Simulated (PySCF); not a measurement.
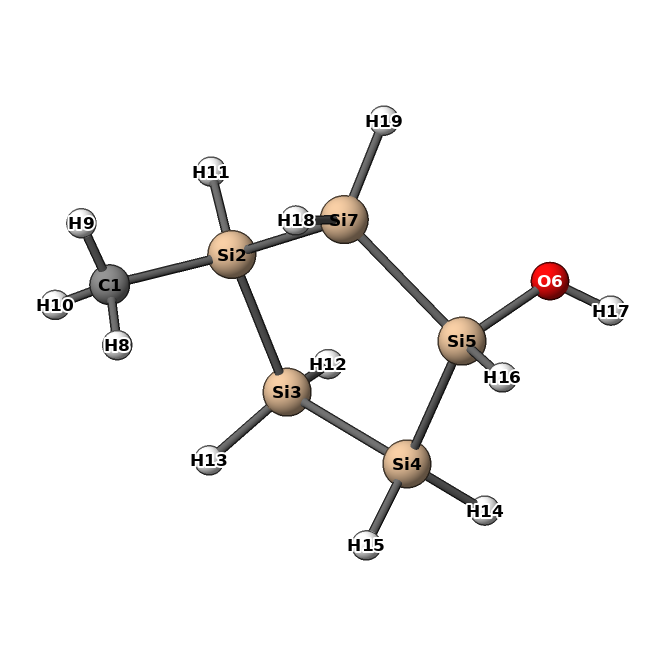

The questions are on isotropic NMR shieldings of the H atoms. The computed structure is the end point of a GFN2-xTB optimisation. No frequency run is at hand to confirm it as a minimum. Properties computed with GIAO PBE0/pcSseg-1 NMR shielding, non-relativistic, gas phase (PySCF 2.14.0).

### Which H atom is the most shielded (lowest chemical shift)?

H8, H17 (31.79 ppm).

### Which H atom is the least shielded (highest chemical shift)?

H16 (25.23 ppm).

### How wide is the range of H shifts?

6.56 ppm.

List the isotropic NMR shieldings of the H atoms.

```json
{"atom": "H8", "σ (ppm)": "31.79"}
{"atom": "H9", "σ (ppm)": "31.35"}
{"atom": "H10", "σ (ppm)": "31.35"}
{"atom": "H11", "σ (ppm)": "27.34"}
{"atom": "H12", "σ (ppm)": "28.03"}
{"atom": "H13", "σ (ppm)": "28.29"}
{"atom": "H14", "σ (ppm)": "28.26"}
{"atom": "H15", "σ (ppm)": "28.56"}
{"atom": "H16", "σ (ppm)": "25.23"}
{"atom": "H17", "σ (ppm)": "31.79"}
{"atom": "H18", "σ (ppm)": "28.51"}
{"atom": "H19", "σ (ppm)": "28.02"}
```

The geometry is semi-empirical. Around Si such bond lengths and angles can be off by a tenth of an ångström or more and by several degrees, and values that hang on the shape move with them.
